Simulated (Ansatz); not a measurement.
# ClGaH2O2···HF: what the fields show

```yaml
atoms:
  - { symbol: Ga, position_ang: [-0.3271, -0.3478, 0.0841] }
  - { symbol: F, position_ang: [0.7215, 1.6481, -0.1928] }
  - { symbol: O, position_ang: [-1.5445, -0.2969, -1.1934] }
  - { symbol: O, position_ang: [-0.8046, -0.2726, 1.7822] }
  - { symbol: H, position_ang: [1.5270, 1.2060, -0.3895] }
  - { symbol: Cl, position_ang: [1.6841, -1.0713, -0.4101] }
  - { symbol: H, position_ang: [-1.1824, -0.4510, -2.0684] }
  - { symbol: H, position_ang: [-0.0741, -0.4145, 2.3878] }
```

The product side of a reaction path; geometry: PBE0-D4/def2-TZVP; a saddle point, not a minimum.

These are results of RKS PBE0-D4/def2-TZVPP in Ansatz 0.2.0, not measurements.

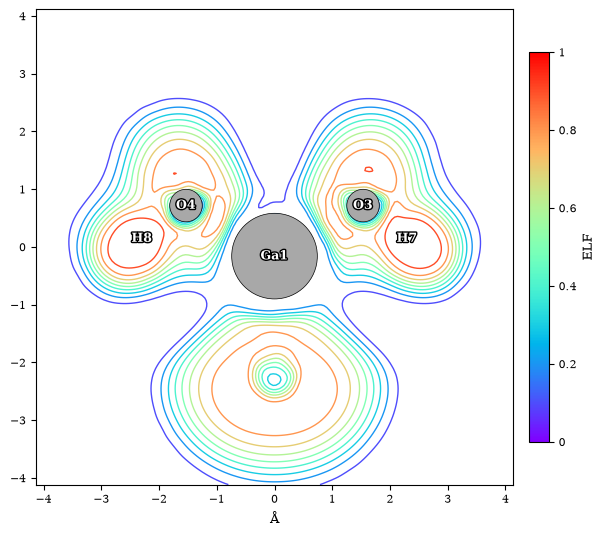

Figure 1. Electron localisation function on the plane of atoms O3, Ga1 and O4. Grey discs cover the atomic cores.

Q: Interpret the plot.

A: Atoms in the plane: Ga, O and H.
Ga–O (1.77 Å): the ELF peaks at about 0.85 in the valence shell of O, 0.6 Å from its nucleus, and is about 0.25 at the midpoint.
O–H (0.96 Å): the ELF climbs to about 1 towards the hydrogen, as it does in any bond to H (a covalent bond by its length).
The ELF also peaks beside Cl6, O4 and O3, away from the bonds: lone-pair regions.

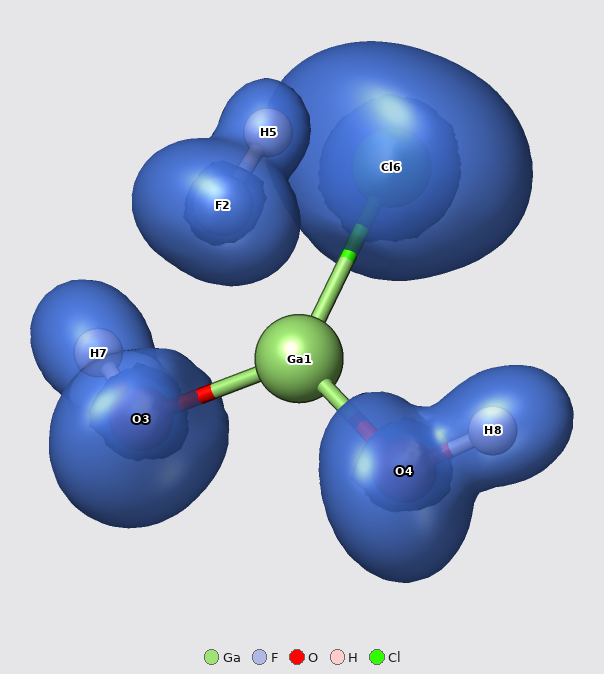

Figure 2. Isosurface of the ELF at 0.75 (blue), seen at a tilt. Only the valence region is drawn (cores and ρ < 0.01 e/Å³ removed).

Q: Where are the electrons localised?

A: The ELF exceeds this value in one region wrapped around Cl (its valence shell), one joined region spread over several atoms (F, H), in which their bonds and any lone pairs are merged and two joined regions spread over several atoms (H, O), in which their bonds and any lone pairs are merged.


Ga1···F2 (2.27 Å): the ELF is about 0.10 at the midpoint.

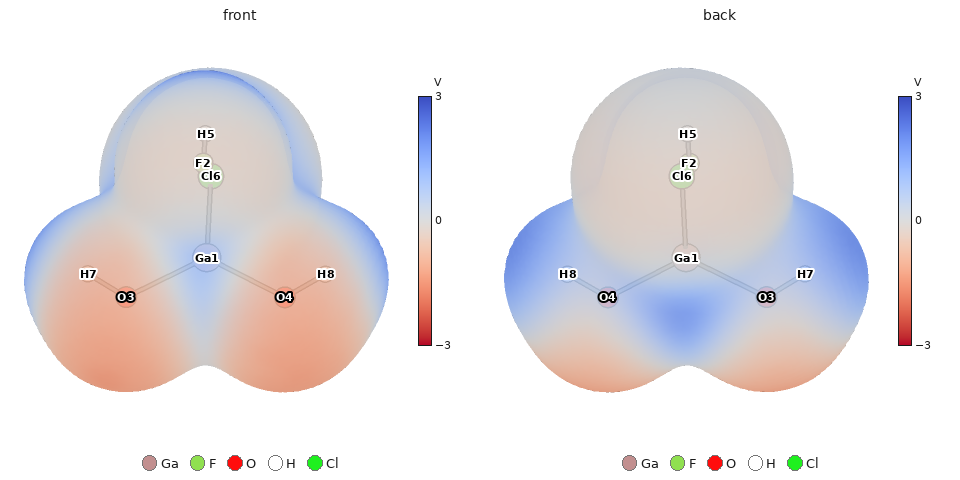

Figure 3. The molecular electrostatic potential painted on the density surface at 0.001 e/bohr³, seen from the front and from behind; the colour scale runs from red (negative) to blue (positive).

Q: Where is the surface potential most negative and most positive?

A: The most negative region (about −1.4 V, or −32 kcal/mol for a unit charge) lies over O3 and O4, the most positive (about +2.5 V, or +58 kcal/mol for a unit charge) over H5.
